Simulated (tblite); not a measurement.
# Geometry relaxation of C4H8FPSi (part 2 of 2)

Continued. System: C4H8FPSi, SMILES C[SiH](C)P1C=C1F. Method: GFN2-xTB geometry optimisation, gas phase (tblite 0.8.0). 

Geometry of the input (Å):
```
C  -0.6870  0.9523  1.2173
Si -0.6519  0.0275  -0.3889
C  -1.9747  -1.2853  -0.3129
P  1.3254  -0.8007  -0.8753
C  2.5579  0.5178  -1.1530
C  2.8195  -0.1526  -0.0461
F  3.6473  -0.3099  1.0469
H  -1.6435  0.7208  1.7365
H  -0.6434  2.0450  1.0863
H  0.1432  0.6610  1.8820
H  -0.9743  0.9921  -1.4645
H  -1.7767  -2.0403  0.4929
H  -2.0090  -1.8618  -1.2588
H  -2.9679  -0.7941  -0.1295
H  2.8305  1.3362  -1.8550
```

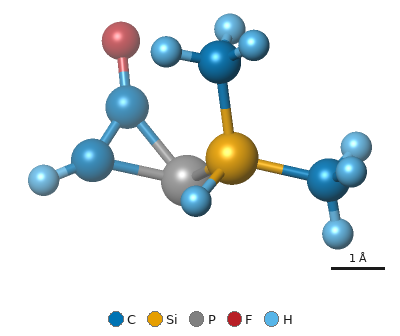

*The geometry at step 80 of the log (ball-and-stick view, seen at a tilt).*

### Trajectory as extended XYZ, continued
```
15
Properties=species:S:1:pos:R:3:forces:R:3 step=58 energy=-585.39791
C    -0.5032    0.9417    1.2526    0.0050  -0.0040  -0.0080
Si   -0.6630    0.0597   -0.4364    0.0590   0.0020  -0.0170
C    -1.9465   -1.3415   -0.3606   -0.0110   0.0200  -0.0040
P     1.3028   -0.9506   -1.0360   -0.0390  -0.0230   0.0200
C     2.4902    0.4932   -1.1712   -0.0130   0.0590  -0.0280
C     2.4879   -0.0383    0.0153    0.0280  -0.0250   0.0120
F     3.0422    0.0502    1.2111   -0.0040   0.0040   0.0000
H    -1.4347    0.9021    1.8087   -0.0040   0.0260  -0.0010
H    -0.2386    1.9868    1.1207   -0.0050   0.0040   0.0050
H     0.2671    0.4918    1.8737   -0.0150  -0.0340  -0.0080
H    -1.0750    1.0573   -1.4438    0.0180  -0.0060  -0.0020
H    -1.7272   -2.0464    0.4363    0.0080  -0.0010  -0.0090
H    -1.9741   -1.8943   -1.2944    0.0210  -0.0140   0.0020
H    -2.9393   -0.9410   -0.1873   -0.0330  -0.0030   0.0260
H     2.9070    1.2371   -1.8106   -0.0150  -0.0060   0.0110
15
Properties=species:S:1:pos:R:3:forces:R:3 step=66 energy=-585.40065
C    -0.4805    0.9210    1.2396   -0.0050   0.0090   0.0140
Si   -0.6543    0.0402   -0.4465    0.0310   0.0090  -0.0140
C    -1.9572   -1.3415   -0.3567   -0.0010  -0.0190   0.0030
P     1.3220   -0.9593   -1.0346   -0.0660  -0.0050  -0.0210
C     2.4783    0.5130   -1.1671    0.0090   0.0210  -0.0430
C     2.4793   -0.0193    0.0186   -0.0170   0.0290   0.0260
F     2.9952    0.1025    1.2269    0.0540  -0.0150   0.0480
H    -1.4263    0.9515    1.7707   -0.0190   0.0070   0.0070
H    -0.1465    1.9461    1.1077    0.0280  -0.0050   0.0110
H     0.2400    0.4221    1.8827   -0.0180  -0.0050  -0.0040
H    -1.0650    1.0493   -1.4423    0.0210  -0.0110  -0.0270
H    -1.7371   -2.0514    0.4344    0.0260  -0.0110   0.0320
H    -2.0008   -1.8975   -1.2875   -0.0080   0.0050  -0.0270
H    -2.9433   -0.9313   -0.1657   -0.0070   0.0050  -0.0080
H     2.8918    1.2627   -1.8022   -0.0300  -0.0150   0.0030
15
Properties=species:S:1:pos:R:3:forces:R:3 step=73 energy=-585.40650
C    -0.4673    0.8920    1.2213    0.0000   0.0020   0.0120
Si   -0.6417    0.0132   -0.4638   -0.0010   0.0060   0.0050
C    -1.9710   -1.3425   -0.3422    0.0080   0.0020  -0.0150
P     1.3470   -0.9651   -1.0229    0.0030   0.0020  -0.0020
C     2.4465    0.5498   -1.1561    0.0080   0.0010  -0.0020
C     2.4709    0.0205    0.0310    0.0180  -0.0130  -0.0020
F     3.0071    0.1491    1.2310   -0.0010  -0.0040   0.0060
H    -1.4327    1.0473    1.6920   -0.0070   0.0190   0.0100
H     0.0075    1.8625    1.1118    0.0140   0.0010   0.0040
H     0.1420    0.3050    1.9039   -0.0170   0.0070   0.0250
H    -0.9960    1.0169   -1.4866   -0.0320  -0.0140   0.0010
H    -1.7425   -2.0575    0.4435    0.0130   0.0100  -0.0140
H    -2.0577   -1.8929   -1.2733    0.0040  -0.0090  -0.0090
H    -2.9412   -0.9086   -0.1219    0.0040  -0.0010  -0.0040
H     2.8249    1.3183   -1.7896   -0.0130  -0.0090  -0.0150
15
Properties=species:S:1:pos:R:3:forces:R:3 step=80 energy=-585.40850
C    -0.4664    0.8919    1.2276    0.0000   0.0150  -0.0060
Si   -0.6402    0.0129   -0.4609    0.0350   0.0110   0.0240
C    -1.9663   -1.3434   -0.3490    0.0020  -0.0030   0.0120
P     1.3505   -0.9651   -1.0215   -0.0290  -0.0060   0.0030
C     2.4448    0.5517   -1.1563    0.0120   0.0060  -0.0130
C     2.4776    0.0201    0.0297   -0.0090   0.0130  -0.0020
F     3.0050    0.1529    1.2331    0.0140  -0.0010  -0.0160
H    -1.4332    1.0855    1.6817   -0.0070   0.0120  -0.0150
H     0.0442    1.8453    1.1203    0.0040  -0.0140   0.0030
H     0.1092    0.2916    1.9287   -0.0160  -0.0030  -0.0160
H    -1.0120    1.0036   -1.4893   -0.0050   0.0190   0.0090
H    -1.7313   -2.0568    0.4345   -0.0070  -0.0340   0.0200
H    -2.0599   -1.8948   -1.2783    0.0240   0.0040  -0.0270
H    -2.9336   -0.9080   -0.1231   -0.0270  -0.0070   0.0080
H     2.8073    1.3205   -1.7992    0.0080  -0.0120   0.0170
15
Properties=species:S:1:pos:R:3:forces:R:3 step=87 energy=-585.41216
C    -0.4643    0.8925    1.2310   -0.0230   0.0100   0.0310
Si   -0.6343    0.0084   -0.4508   -0.0250  -0.0160  -0.0150
C    -1.9570   -1.3511   -0.3451   -0.0170  -0.0130  -0.0050
P     1.3521   -0.9712   -1.0084    0.0040   0.0310  -0.0160
C     2.4280    0.5584   -1.1634   -0.0070   0.0040   0.0050
C     2.4773    0.0354    0.0253    0.0030  -0.0190  -0.0010
F     3.0205    0.1750    1.2204    0.0110   0.0090   0.0030
H    -1.4281    1.2178    1.6125    0.0290  -0.0070  -0.0060
H     0.1727    1.7693    1.1537    0.0040  -0.0070  -0.0040
H    -0.0208    0.2296    1.9712   -0.0230   0.0270   0.0020
H    -1.0205    0.9858   -1.4869    0.0210   0.0330   0.0130
H    -1.7187   -2.0827    0.4220   -0.0170   0.0010  -0.0160
H    -2.0495   -1.8787   -1.2895    0.0020  -0.0080   0.0210
H    -2.9250   -0.9202   -0.1092    0.0060  -0.0340   0.0060
H     2.7633    1.3397   -1.8047    0.0310  -0.0110  -0.0190
15
Properties=species:S:1:pos:R:3:forces:R:3 step=95 energy=-585.41588
C    -0.4844    0.9107    1.2509   -0.0070   0.0150  -0.0110
Si   -0.6473    0.0186   -0.4288    0.0200  -0.0050   0.0130
C    -1.9453   -1.3677   -0.3486   -0.0120  -0.0010  -0.0140
P     1.3344   -0.9592   -1.0120    0.0050  -0.0030   0.0210
C     2.4268    0.5544   -1.1756    0.0140  -0.0040  -0.0200
C     2.4946    0.0228    0.0089   -0.0230   0.0200  -0.0100
F     3.0635    0.1606    1.1925   -0.0040  -0.0140   0.0010
H    -1.4363    1.3155    1.5792   -0.0140  -0.0050   0.0160
H     0.2165    1.7385    1.1838    0.0110  -0.0090  -0.0020
H    -0.1239    0.2387    2.0259   -0.0110  -0.0040  -0.0120
H    -1.0330    1.0101   -1.4533    0.0060   0.0040   0.0140
H    -1.7016   -2.1127    0.4035    0.0090   0.0210   0.0010
H    -2.0159   -1.8777   -1.3039   -0.0030  -0.0200  -0.0100
H    -2.9256   -0.9658   -0.1161   -0.0130  -0.0060   0.0190
H     2.7731    1.3211   -1.8283    0.0200   0.0110  -0.0070
15
Properties=species:S:1:pos:R:3:forces:R:3 step=102 energy=-585.41672
C    -0.4886    0.9148    1.2544   -0.0040  -0.0060   0.0000
Si   -0.6521    0.0211   -0.4245    0.0000   0.0090  -0.0030
C    -1.9454   -1.3714   -0.3525    0.0030   0.0030   0.0030
P     1.3299   -0.9563   -1.0079    0.0010   0.0030  -0.0070
C     2.4316    0.5522   -1.1832    0.0010  -0.0010   0.0010
C     2.4902    0.0289    0.0056    0.0040  -0.0030   0.0000
F     3.0616    0.1592    1.1888   -0.0030   0.0070   0.0020
H    -1.4347    1.3360    1.5795    0.0000  -0.0040  -0.0010
H     0.2291    1.7284    1.1890   -0.0040  -0.0040   0.0020
H    -0.1435    0.2371    2.0312   -0.0070  -0.0050   0.0010
H    -1.0354    1.0198   -1.4420   -0.0010   0.0040  -0.0030
H    -1.6925   -2.1130    0.3998    0.0030   0.0000   0.0040
H    -2.0116   -1.8834   -1.3076    0.0010  -0.0010   0.0020
H    -2.9299   -0.9811   -0.1165    0.0020   0.0060   0.0050
H     2.7869    1.3155   -1.8359    0.0040  -0.0060  -0.0050
```

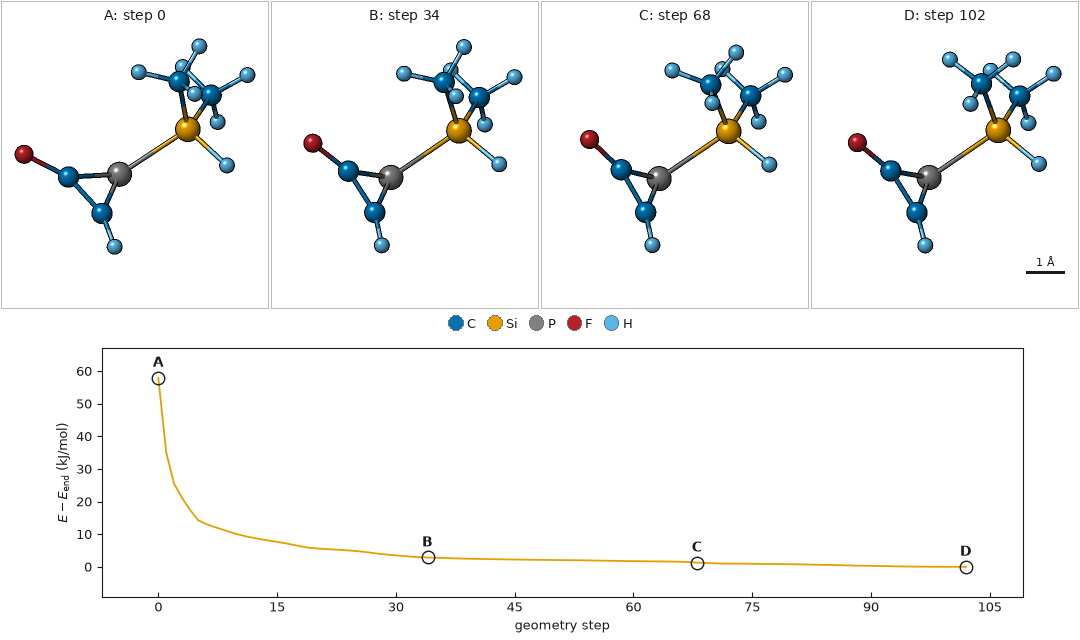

*Frames of the relaxation (ball-and-stick view, seen at a tilt) above the curves, on which the letters mark them (steps are counted from 0).*

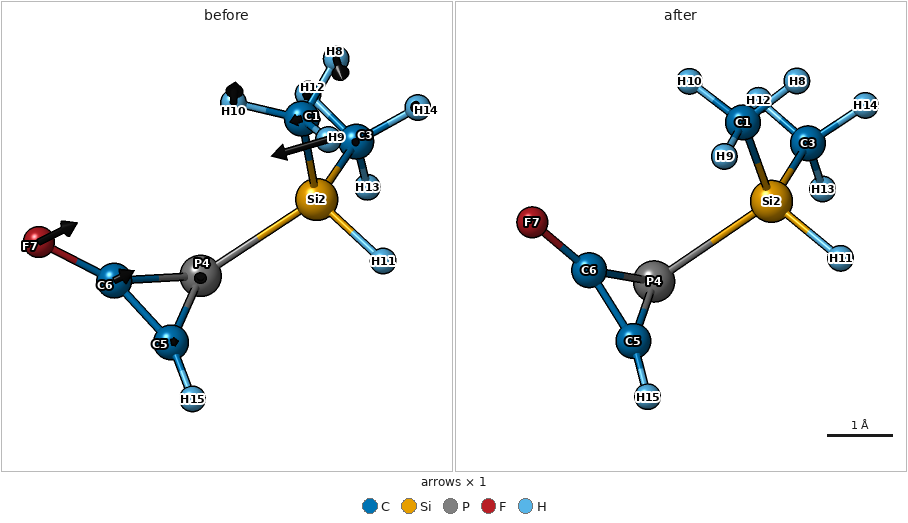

*Before (left) and after (right) the relaxation, at one scale (ball-and-stick view, seen at a tilt). The black arrows give the displacements, at true length.*

Over 102 geometry steps the energy falls by 58.0 kJ/mol. The largest force component goes from 1.9 to 0.009 eV/Å. The atom that moves furthest after the best rigid fit is H9 (0.94 Å). By element the largest moves are H 0.94 Å, F 0.75 Å, C 0.37 Å, P 0.21 Å, Si 0.03 Å. Among the contacts that change: Si2–P4 2.198 → 2.286 Å, C6–F7 1.380 → 1.320 Å, C1–Si2 1.854 → 1.909 Å, P4–C5 1.826 → 1.876 Å. Among the angles that change: Si2–P4–C6 120.1° → 100.3°, Si2–P4–C5 111.6° → 100.9°, C3–Si2–P4 112.4° → 106.6°. (Atoms are counted from 1 in the order of the input.)

### Summary

| quantity | value |
| --- | --- |
| outcome | converged |
| total energy | −585.4167 eV |
| wall time | 0.61 s |
| peak memory | 0.18 GiB |
